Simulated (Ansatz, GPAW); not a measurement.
# Au3IO (model structure): optical spectrum from first principles, part 2 of 3

Wanted: where Au3IO (model structure) starts to absorb, how strongly, and its refractive index. The structure is a model built here, which may or may not match a known phase. It was built so: All Ag replaced by Au and S replaced by O in the R3 structure of Ag3SI. The cell is first relaxed with Ansatz.

GPAW 26.7.0; DFT, PBE, plane-wave PAW (GPAW data sets), scalar-relativistic, RPA, optical limit.

So far: The structure; Relaxation.

## (3) Ground state

The self-consistent density comes first; it also tells whether there is a gap, which decides the occupations and the need for a Drude term.

This step: DFT, PBE, plane-wave PAW (GPAW data sets), scalar-relativistic, ground state (GPAW 26.7.0).

Input file gs.py:

```python
from ase import Atoms
from ase.dft.bandgap import bandgap
from gpaw import GPAW, PW, FermiDirac

atoms = Atoms(['Au', 'Au', 'Au', 'I', 'O'],
              cell=[[3.686557802666, 2.128435139736, 2.540744092314],
                    [-3.686557802666, 2.128435139736, 2.540744092314],
                    [0.000000000000, -4.256870279522, 2.540744092272]],
              scaled_positions=[[0.918437055650, 0.918437055650, 0.366848885800],
                                [0.918437055650, 0.366848885800, 0.918437055650],
                                [0.366848885800, 0.918437055650, 0.918437055650],
                                [0.593294274100, 0.593294274100, 0.593294274100],
                                [0.171882728900, 0.171882728900, 0.171882728900]],
              pbc=[True, True, True])
atoms.calc = GPAW(mode=PW(400), xc='PBE', kpts={'size': (5, 5, 5), 'gamma': True},
                  occupations=FermiDirac(0.05), maxiter=150, txt='gs.txt')
print('energy (eV)', atoms.get_potential_energy())
print('Fermi level (eV)', atoms.calc.get_fermi_level())
print('valence electrons', atoms.calc.get_number_of_electrons())
print('gap (eV)', bandgap(atoms.calc, output=None)[0])
print('direct gap (eV)', bandgap(atoms.calc, direct=True, output=None)[0])
atoms.calc.write('gs.gpw')
```

The run is started by

```
> OMP_NUM_THREADS=1 python gs.py
```

Numbers of over 12 decimals in the logs are rounded to 6 here.

Log:

```text
__  _  _
 | _ |_)|_||  |
 |__||  | ||/\| - 26.7.0

Versions:
  Python: 3.12.14
  ASE:    3.29.0
  Numpy:  2.5.5
  Scipy:  1.18.1
  Libxc:  7.0.0

Input parameters:
  mode=PW(ecut=400.0),
  kpts=MonkhorstPack(size=(5, 5, 5), gamma=True),
  maxiter=150,
  occupations=Occupations(name='fermi-dirac', width=0.05, fixmagmom=False),
  xc=XC(name='PBE')

Diagonalizing LCAO Hamiltonian
Converting LCAO to pw mode

               Au

       Au        Au
             I

             O

Atoms  # Å, Bohr magnetons
|   | symbol |         x |         y |        z |    initial magnetic moments |
| 0 |     Au | -0.000000 |  2.348039 | 5.599096 | ( 0.0000,  0.0000,  0.0000) |
| 1 |     Au |  2.033462 | -1.174020 | 5.599096 | ( 0.0000,  0.0000,  0.0000) |
| 2 |     Au | -2.033462 | -1.174020 | 5.599096 | ( 0.0000,  0.0000,  0.0000) |
| 3 |      I |  0.000000 | -0.000000 | 4.522227 | ( 0.0000,  0.0000,  0.0000) |
| 4 |      O | -0.000000 | -0.000000 | 1.310130 | ( 0.0000,  0.0000,  0.0000) |

Unit cell  # Å
| periodic |         x |         y |        z |  lengths |    angles |
|      yes |  3.686558 |  2.128435 | 2.540744 | 4.957451 | 96.084787 |
|      yes | -3.686558 |  2.128435 | 2.540744 | 4.957451 | 96.084787 |
|      yes |  0.000000 | -4.256870 | 2.540744 | 4.957451 | 96.084787 |

Number of symmetries: 6
Symmetry operations  # r_c * U_cc + t_c -> r_c
|   | kind |            matrix            |
| 0 |  E   |  1, 0, 0,  0, 1, 0,  0, 0, 1 |
| 1 |  σ   |  1, 0, 0,  0, 0, 1,  0, 1, 0 |
| 2 |  σ   |  0, 1, 0,  1, 0, 0,  0, 0, 1 |
| 3 |  C3  |  0, 1, 0,  0, 0, 1,  1, 0, 0 |
| 4 |  C3  |  0, 0, 1,  1, 0, 0,  0, 1, 0 |
| 5 |  σ   |  0, 0, 1,  0, 1, 0,  1, 0, 0 |

BZ-sampling:
  Number of BZ points: 125
  Number of IBZ points: 19

  Monkhorst-Pack size: [5, 5, 5]
  Monkhorst-Pack shift: [0, 0, 0]

K-points  # in reciprocal-cell coordinates
|     |                                coordinates |     weight |
|   0 | (  0.00000000,   0.00000000,   0.00000000) | 0.00800000 |
|   1 | (  0.20000000,   0.00000000,  -0.20000000) | 0.04800000 |
|   2 | (  0.20000000,   0.00000000,   0.00000000) | 0.04800000 |
|   3 | (  0.20000000,   0.20000000,  -0.20000000) | 0.04800000 |
|   4 | (  0.20000000,   0.20000000,   0.00000000) | 0.04800000 |
|   5 | (  0.20000000,   0.20000000,   0.20000000) | 0.01600000 |
|   6 | (  0.40000000,  -0.20000000,  -0.20000000) | 0.04800000 |
|   7 | (  0.40000000,   0.00000000,  -0.40000000) | 0.04800000 |
|   8 | (  0.40000000,   0.00000000,  -0.20000000) | 0.09600000 |
|   9 | (  0.40000000,   0.00000000,   0.00000000) | 0.04800000 |
| ... |                                            |            |
|  18 | (  0.40000000,   0.40000000,   0.40000000) | 0.01600000 |

Plane wave coefficients: 2185
Cutoff: 400.0 eV

Spin-components: 1 (collinear spins)
Bands:           32
Projectors:      28
Spin-degeneracy: 2
Datatype:        complex128

Parallelization:
  kpt:    1
  domain: 1
  band:   1

Density:
  Valence electrons: 46.0
  Components: 1
  Grid points: [24 24 24]
  Charge: 0.0  # |e|

Potential:
  Grid points: [24 24 24]

species:
  Au:
    name:    Gold
    id:
    Z:       79.0
    valence: 11
    core:    68
    charge:  0.0  # [|e|]
    compensation charges:
      type: gauss
      rc: 0.42  # [Å]
      lmax: 2
    cutoffs:
      filter: 2.33  # [Å]
      core: 2.81  # [Å]
    projectors
    | kind |    occ | energy [eV] | rcut [Å] |
    |   6s |  1.000 |      -5.728 |    1.323 |
    |   6p |  0.000 |      -0.775 |    1.323 |
    |   5d | 10.000 |      -6.891 |    1.323 |
    |    s |        |      21.484 |    1.323 |
    |    p |        |      26.436 |    1.323 |
    |    d |        |      20.321 |    1.323 |

    Using partial waves for Au as LCAO basis

  I:
    name:    Iodine
    id:
    Z:       53.0
    valence: 7
    core:    46
    charge:  0.0  # [|e|]
    compensation charges:
      type: gauss
      rc: 0.37  # [Å]
      lmax: 2
    cutoffs:
      filter: 2.06  # [Å]
      core: 2.90  # [Å]
    projectors
    | kind |    occ | energy [eV] | rcut [Å] |
    |   5s |  2.000 |     -17.382 |    1.164 |
    |   5p |  5.000 |      -7.088 |    1.164 |
    |    s |        |       9.829 |    1.164 |
    |    p |        |      20.123 |    1.164 |
    |    d |        |       0.000 |    1.164 |

    Using partial waves for I as LCAO basis

  O:
    name:    Oxygen
    id:
    Z:       8.0
    valence: 6
    core:    2
    charge:  0.0  # [|e|]
    compensation charges:
      type: gauss
      rc: 0.21  # [Å]
      lmax: 2
    cutoffs:
      filter: 1.17  # [Å]
      core: 0.83  # [Å]
    projectors
    | kind |    occ | energy [eV] | rcut [Å] |
    |   2s |  2.000 |     -23.961 |    0.688 |
    |   2p |  4.000 |      -9.029 |    0.598 |
    |    s |        |       3.251 |    0.688 |
    |    p |        |      18.182 |    0.598 |
    |    d |        |       0.000 |    0.619 |

    Using partial waves for O as LCAO basis

Reference energy: -1745376.461295  # eV

eigensolver:
  PPCG
  Converge bands: occupied
  niter=2

density mixing:
  MSR1-Mixer
  Pratt-step length: 0.05
  Maximum mixing coefficient: 0.75
  Old densities: 10
  SVD Regularization: 0.005
  Good broyden scale: 1.0
  Trust region scale: 1.0
  Backstep threshold: 4.0
  History deletion threshold: 6.0
  Fourier metric: weight=20.0, sigma=0.015

occupation numbers:
  Fermi-Dirac:
    width: 0.0500  # eV

poisson solver:
  ecut: 3200.0  # eV

xc functional:
  name: PBE with 2 nearest neighbor stencil

convergence criteria:
- Maximum [total energy] change in last 3 cyles: 0.0005 eV / valence electron
- Maximum integral of absolute [dens]ity change: 0.0001 electrons / valence electron
- Maximum integral of absolute [eigenst]ate change: 4e-08 eV^2 / valence electron
maximum number of iterations: 150

SCF iterations
|iter     |      energy | eigst |  dens |
|iter:   1||  -15.881506 | -0.17 |       |
|iter:   2||  -15.233631 | -2.11 | -1.07 |
|iter:   3||  -13.836866 | -1.35 | -1.12 |
|iter:   4||  -13.807279 | -2.55 | -1.65 |
|iter:   5||  -13.786001 | -2.86 | -1.91 |
|iter:   6||  -13.782633 | -3.72 | -2.32 |
|iter:   7||  -13.782615c| -4.94 | -2.91 |
|iter:   8||  -13.782625c| -6.01 | -3.38 |
|iter:   9||  -13.782626c| -7.07 | -4.04c|
|iter:  10||  -13.782626c| -7.46c| -4.66c|

Converged in 10 steps
SCF loop duration: 19.634 s (1.963 s/step)
Energy contributions relative to reference atoms: (reference = -1745376.461295)

Energy contributions:
  Kinetic:         -18.485852
  Coulomb:          15.100978
  Zero:              0.213726
  External:          0.000000
  Xc:              -10.611477
  Entropy:          -0.000000
  Spinorbit:         0.000000
  ----------------------------
  Free energy:     -13.782626
  Extrapolated:    -13.782626

dipole moment: (-0.000000, -0.000000, 29.804191)  # |e|*Ang

Fermi level: 5.239
Eigenvalues  # (at kpt = [0.000, 0.000, 0.000])
| band index |      eig [eV] | occ [0-2] |
|          0 |       -13.942 |     2.000 |
|        ... |               |           |
|         15 |         2.079 |     2.000 |
|         16 |         2.216 |     2.000 |
|         17 |         2.398 |     2.000 |
|         18 |         2.398 |     2.000 |
|         19 |         2.903 |     2.000 |
|         20 |         2.964 |     2.000 |
|         21 |         4.531 |     2.000 |
|         22 |         4.531 |     2.000 |
|         23 |         5.893 |     0.000 |
|         24 |         6.846 |     0.000 |
|         25 |         6.846 |     0.000 |
|         26 |         9.792 |     0.000 |
|         27 |         9.792 |     0.000 |
|         28 |        11.477 |     0.000 |
|         29 |        13.333 |     0.000 |
|         30 |        13.661 |     0.000 |
|         31 |        14.515 |     0.000 |

Gap: 1.362 eV
Transition (v -> c):
  (s=0, k=0, n=22, [0.00, 0.00, 0.00]) -> (s=0, k=0, n=23, [0.00, 0.00, 0.00])
No difference between direct/indirect transitions

--- standard output ---
energy (eV) -13.782626
Fermi level (eV) 5.238551
valence electrons 46.0
gap (eV) 1.362192
direct gap (eV) 1.362192
```

Run time: 22 s. Hardware: 1 thread of Arm Neoverse V2, shared host; peak memory 0.18 GiB.

Read-outs, printed or worked out from the files:

- energy: -13.78 eV
- Fermi energy: 5.239 eV
- gap on the k-mesh: 1.362 eV
- direct gap on the mesh: 1.362 eV
- electrons: 46

There is a gap, 1.36 eV on this mesh (points off the mesh can give less), so no carriers' term is needed.

## (4) Bands for the response

At the fixed density, many empty bands are solved on the mesh of the response, since the spectrum sums over them.

This step: DFT, PBE, plane-wave PAW (GPAW data sets), scalar-relativistic, bands at fixed density (GPAW 26.7.0).

Input file nscf.py:

```python
from ase.dft.bandgap import bandgap
from gpaw import GPAW, FermiDirac

calc = GPAW('gs.gpw').fixed_density(kpts={'size': (6, 6, 6), 'gamma': True}, nbands=69, convergence={'bands': 63},
                                    occupations=FermiDirac(0.001), txt='nscf.txt')
print('gap (eV)', bandgap(calc, output=None)[0])
print('direct gap (eV)', bandgap(calc, direct=True, output=None)[0])
print('top band over the Fermi level (eV)', min(calc.get_eigenvalues(kpt=k)[62] for k in range(len(calc.get_ibz_k_points()))) - calc.get_fermi_level())
calc.write('full.gpw', mode='all')
```

The run is started by

```
> OMP_NUM_THREADS=1 python nscf.py
```

Log:

```text
Diagonalizing LCAO Hamiltonian
Converting LCAO to pw mode
convergence criteria:
- Maximum integral of absolute [eigenst]ate change: 4e-08 eV^2 / valence electron
maximum number of iterations: 150

SCF iterations
|iter     |      energy | eigst |  dens |
|iter:   1||             | +3.12 |       |
|iter:   2||             | +1.94 |       |
|iter:   3||             | +0.81 |       |
|iter:   4||             | -0.20 |       |
|iter:   5||             | -0.97 |       |
|iter:   6||             | -1.62 |       |
|iter:   7||             | -2.18 |       |
|iter:   8||             | -2.76 |       |
|iter:   9||             | -3.33 |       |
|iter:  10||             | -3.96 |       |
|iter:  11||             | -4.54 |       |
|iter:  12||             | -5.18 |       |
|iter:  13||             | -5.78 |       |
|iter:  14||             | -6.42 |       |
|iter:  15||             | -6.94 |       |
|iter:  16||             | -7.42c|       |
SCF steps: 16
  __  _  _
 | _ |_)|_||  |
 |__||  | ||/\| - 26.7.0

Versions:
  Python: 3.12.14
  ASE:    3.29.0
  Numpy:  2.5.5
  Scipy:  1.18.1
  Libxc:  7.0.0

Input parameters:
  mode=PW(ecut=400.0),
  convergence={'bands': 63},
  gpts=array([24, 24, 24]),
  kpts=MonkhorstPack(size=(6, 6, 6), gamma=True),
  maxiter=150,
  nbands=69,
  occupations=Occupations(name='fermi-dirac', width=0.001, fixmagmom=False),
  parallel={},
  xc=XC(name='PBE')

--- standard output ---
gap (eV) 1.301823
direct gap (eV) 1.362192
top band over the Fermi level (eV) 24.509699
```

Run time: 1.8 min. Hardware: 1 thread; peak memory 0.26 GiB.

Numbers from this step:

```
gap on the k-mesh : 1.302 eV
```

## (5) Dielectric function, RPA

Local fields let the induced charge screen the field inside the cell, which as a rule lowers ε, most along directions where the density is uneven.

This step: DFT, PBE, plane-wave PAW (GPAW data sets), scalar-relativistic, RPA, optical limit (GPAW 26.7.0).

Input file df.py:

```python
from gpaw.response.df import DielectricFunction

df = DielectricFunction('full.gpw', frequencies={'type': 'nonlinear', 'domega0': 0.03, 'omega2': 8},
                        ecut=30,
                        eta=0.05,
                        nbands=63,
                        txt='df.txt')
for direction in ['x', 'z']:
    df.get_dielectric_function(xc='RPA', direction=direction, filename=f'df_{direction}.csv')
```

The run is started by

```
> OMP_NUM_THREADS=1 python df.py
```

Log:

```text
Using integrator: PointIntegrator
NonLinearFrequencyDescriptor(from 0.000 to 45.181 eV, 452 points)
Nonperiodic BCs:  [False False False]
Using integrator: PointIntegrator
NonLinearFrequencyDescriptor(from 0.000 to 45.181 eV, 452 points)
Nonperiodic BCs:  [False False False]

Calculating chi0 body with:
    Ground state adapter containing:
    Number of spins: 1
    Number of kpoints: 216
    Number of irreducible kpoints: 32
    Number of completely occupied states: 23
    Number of partially occupied states: 23

    Linear response parametrization:
    q_c: [0.0, 0.0, 0.0]
    Number of frequency points: 452
    Planewave cutoff: 30.0
    Number of bands: 63
    Number of planewaves: 45
    Broadening (eta): 0.05

Integrating chi0 body.

Symmetries of q_c:
    Direct symmetries (Uq -> q): 6
    Indirect symmetries (TUq -> q): 6
In total 12 allowed symmetries.

32 groups of equivalent kpoints. 85.185185% reduction.

Integral kind: spectral function

Calculating chi0 optical extensions with:
    Ground state adapter containing:
    Number of spins: 1
    Number of kpoints: 216
    Number of irreducible kpoints: 32
    Number of completely occupied states: 23
    Number of partially occupied states: 23

    Linear response parametrization:
    Number of frequency points: 452
    Planewave cutoff: 30.0
    Number of bands: 63
    Number of planewaves: 45
    Broadening (eta): 0.05
Integrating chi0 head and wings.

Symmetries of q_c:
    Direct symmetries (Uq -> q): 6
    Indirect symmetries (TUq -> q): 6
In total 12 allowed symmetries.

32 groups of equivalent kpoints. 85.185185% reduction.

Integral kind: spectral function wings
```

The job ended after 16 s (1 thread; peak memory 0.31 GiB).

This step gave:

- electronic dielectric constant ε∞, mean over x, y and z (by symmetry where fewer were run): 7.639

Some rows of df_x.csv (energy; Re and Im without local fields; Re and Im with them):

```text
0.000000, 8.729856, -0.000000, 7.948174, 0.000000
0.555532, 8.934101, 0.038694, 8.129542, 0.034340
1.143969, 9.786730, 0.123505, 8.883930, 0.108824
1.768324, 12.992884, 1.827230, 11.722333, 1.528645
2.431988, 10.428987, 5.026167, 9.491151, 4.545107
3.138794, 9.153263, 14.727161, 8.584137, 13.078953
3.893091, 5.039140, 12.599035, 4.761543, 11.706249
4.699832, 1.443669, 9.378483, 1.166487, 8.499431
5.564682, -0.004059, 5.674546, -0.106068, 4.903837
6.494155, -1.027595, 4.749262, -0.887426, 4.236703
7.495775, -0.748416, 5.040505, -0.176232, 4.259586
8.578281, -1.002729, 2.444963, -0.723583, 2.137310
9.751884, -0.633817, 1.724321, -0.340987, 1.522923
11.028587, -0.241669, 1.506766, 0.032649, 1.381722
12.422601, -0.163887, 1.474494, 0.115657, 1.347450
13.950874, 0.157032, 1.347536, 0.324620, 1.136045
15.633783, -0.109610, 0.789527, 0.068260, 0.849383
17.496047, 0.201433, 0.797465, 0.442250, 0.721800
19.567954, 0.234195, 0.528191, 0.398668, 0.631529
```

The Im ε has structure finer than the step of the table below, so its rows give means over 1 eV, whole bins alone (the curve runs from 0 to 19.9 eV). Peaks (eV: height): E ∥ x 1.9: 4.61, 2.4: 5.44, 3.1: 13.1, 3.9: 11.7, 4.5: 9.70, 6.3: 5.66; E ∥ z 1.9: 3.78, 2.4: 7.86, 2.7: 7.88, 3.2: 13.3, 3.6: 11.4, 4.4: 8.83, 5.0: 6.77.

Sum at mesh points, not converged in k; values under the direct gap are tails of Lorentzian lines. The Im ε by photon energy; means over each step:

| photon energy (eV) | E ∥ x | E ∥ z |
| --- | --- | --- |
| 1 | 0.116 | 0.0946 |
| 2 | 2.95 | 3.11 |
| 3 | 7.57 | 7.81 |
| 4 | 9.48 | 6.95 |
| 5 | 7.28 | 5.28 |
| 6 | 4.83 | 2.89 |
| 7 | 3.83 | 2.33 |
| 8 | 3.39 | 1.92 |
| 9 | 2.16 | 1.76 |
| 10 | 1.49 | 2.03 |
| 11 | 1.39 | 1.52 |
| 12 | 1.30 | 1.59 |
| 13 | 1.14 | 1.49 |
| 14 | 1.15 | 1.38 |
| 15 | 1.04 | 1.26 |
| 16 | 0.790 | 0.964 |
| 17 | 0.736 | 1.05 |
| 18 | 0.737 | 0.982 |
| 19 | 0.708 | 0.860 |

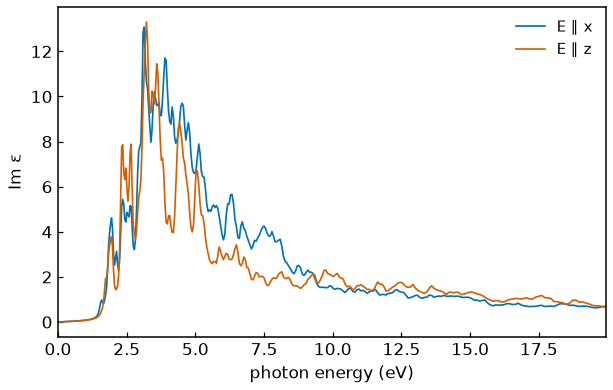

Im ε, plotted against photon energy.

(Continued in part 3 of 3.)

[Machine, clock and banner lines and Python warnings are left out of the logs.]

[Logs are printed without paths, hosts, clocks, repeated set-up lines and the standing remarks that a program may print on its own settings, such as how far it seeks lower states.]

[Hosts, paths, dates, database ids (printed as entryN), source tags and the programs' standing remarks are cut or masked in the printed files.]
